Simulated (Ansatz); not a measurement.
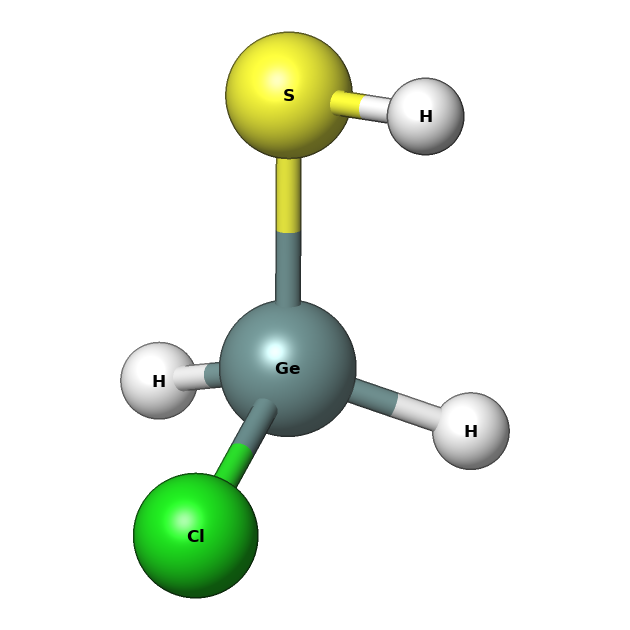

Rendered structure (ball-and-stick style).

Computed geometry: PBE0-D4/def2-TZVP optimisation.

Give the formula.

Answer. ClGeH₃S, 6 atoms: 1 chlorine, 1 germanium, 3 hydrogen and 1 sulfur.

How many sets of symmetry-equivalent atoms are there?

Answer. 6: 1 S, 1 Ge, 1 Cl, 1 H, 1 H, 1 H.

Count the bonded pairs by element.

Answer. 2 Ge–H, 1 Ge–S, 1 Cl–Ge, 1 S–H.

Write the SMILES.

Answer. [SH][GeH2][Cl]

The parts below concern this one geometry. Atoms keep their numbers from picture to picture.

Geometry

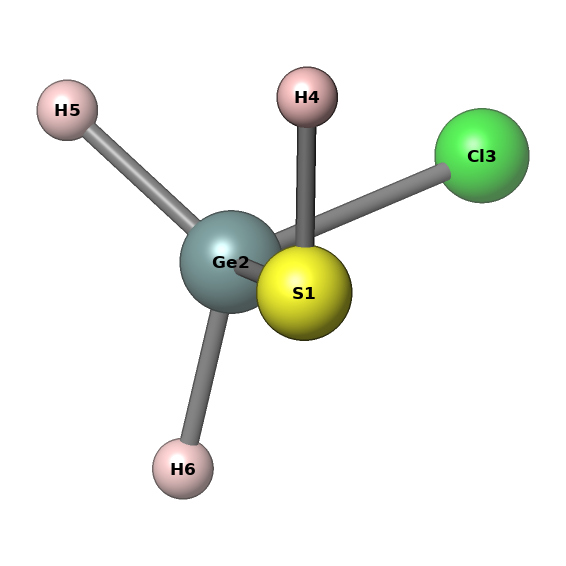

Ge2 lies behind S1. The molecule seen a little off the S1–Ge2 bond, S1 in front. Depth is shown by fading: the farther an atom, the more it takes the colour of the background.

What is the torsion angle H4–S1–Ge2–Cl3? The sign is positive where the front bond must turn clockwise to cover the back bond.

Answer. 72°, synclinal (gauche).

Vibrations

Harmonic vibrations computed with RKS PBE0-D4/def2-TZVP (Ansatz 0.2.0) at a stationary point of the same level.

How many vibrational modes are there, and where do they lie?

Answer. 12 modes: 134, 186, 410, 427, 458, 642, 752, 803, 849, 2177, 2198, 2715 cm⁻¹.

Charges

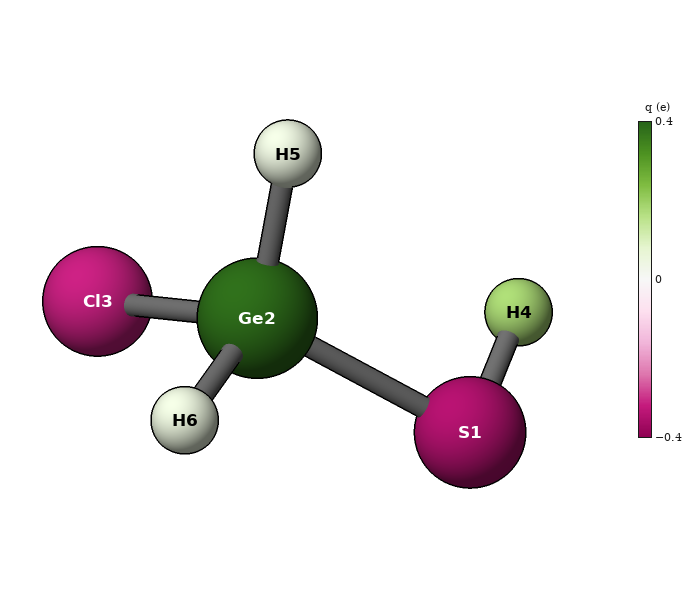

Atoms are coloured by their Mulliken charges. Properties computed with RKS PBE0-D4/def2-TZVP (Ansatz 0.2.0).

Which atom carries the highest charge (most positive or least negative)?

Answer. Ge2 (0.38 e).

And the lowest?

Answer. S1 (−0.34 e).

Give the Mulliken charges atom by atom.

| atom | value (e) |
| --- | --- |
| S1 | −0.34 |
| Ge2 | 0.38 |
| Cl3 | −0.31 |
| H4 | 0.18 |
| H5 | 0.05 |
| H6 | 0.05 |

Levels of theory compared

Program: Ansatz 0.2.0.

Compare HOMO energy (eV), HOMO–LUMO gap (eV) at these levels: B3LYP-D4/def2-TZVPP; BHLYP-D4/def2-TZVPP; BLYP-D4/def2-TZVPP; CAM-B3LYP-D4/def2-TZVPP; PBE-D4/def2-TZVPP; PBE0-D4/def2-QZVPP; PBE0-D4/def2-SVP; PBE0-D4/def2-TZVPP; SPW92 (LDA)/def2-TZVPP; r2SCAN-D4/def2-TZVPP; r2SCANh-D4/def2-TZVPP; ωB97X-V/def2-TZVPP.

```csv
level,HOMO energy (eV),HOMO–LUMO gap (eV)
B3LYP-D4/def2-TZVPP,−7.57,6.68
BHLYP-D4/def2-TZVPP,−8.92,9.31
BLYP-D4/def2-TZVPP,−6.40,4.92
CAM-B3LYP-D4/def2-TZVPP,−9.14,9.58
PBE-D4/def2-TZVPP,−6.58,5.04
PBE0-D4/def2-QZVPP,−7.86,7.14
PBE0-D4/def2-SVP,−7.70,7.50
PBE0-D4/def2-TZVPP,−7.83,7.24
SPW92 (LDA)/def2-TZVPP,−6.70,4.92
r2SCAN-D4/def2-TZVPP,−6.88,5.61
r2SCANh-D4/def2-TZVPP,−7.34,6.41
ωB97X-V/def2-TZVPP,−10.20,11.76
```

Mulliken values depend strongly on the basis set and can even reverse the polarity of a bond.
